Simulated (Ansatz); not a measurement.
```
Ca Ta O
1.0
     4.63061    0.00000    0.00000
     0.00000    4.63061    0.00000
     0.00000    0.00000    5.03162
Ca Ta O
2 1 2
Cartesian
  0.0000 2.3153 2.5158
  2.3153 0.0000 2.5158
  2.3153 2.3153 0.0000
  0.0000 0.0000 1.7435
  0.0000 0.0000 3.2881
```

Space group P4/mmm; a structure generated by program, which may or may not match a known phase; spin-polarised.

All numbers below come from DFT PBE, scalar-relativistic, plane waves, PAW in Ansatz.

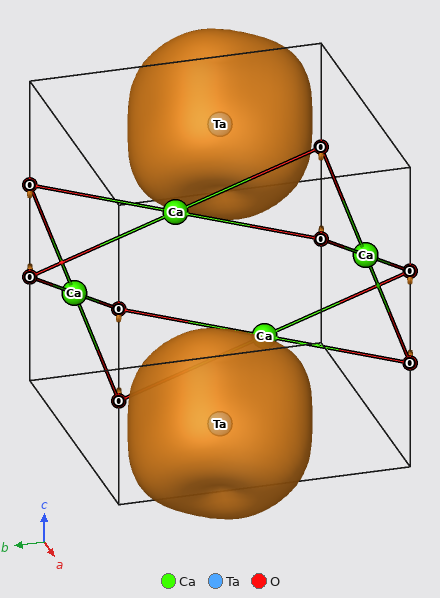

Ca$_{2}$TaO$_{2}$. Isosurface of the spin density (up minus down) at +0.08 e/Å³ (orange), seen at an oblique angle. Sticks mark near contacts.

In a PAW calculation such maps are meaningful between the atoms, not at the nuclei.

Q: Where is the spin, and how is it ordered?

A: The spin density sits on Ta: +2.6 μB in one cell of 5 atoms, with smaller moments on other sites: Ca (up to +0.07 μB): parallel main moments, as they must be, since the calculation's own cell holds one magnetic site. The cell of the calculation (5 atoms) carries 4.1 μB of net spin moment.
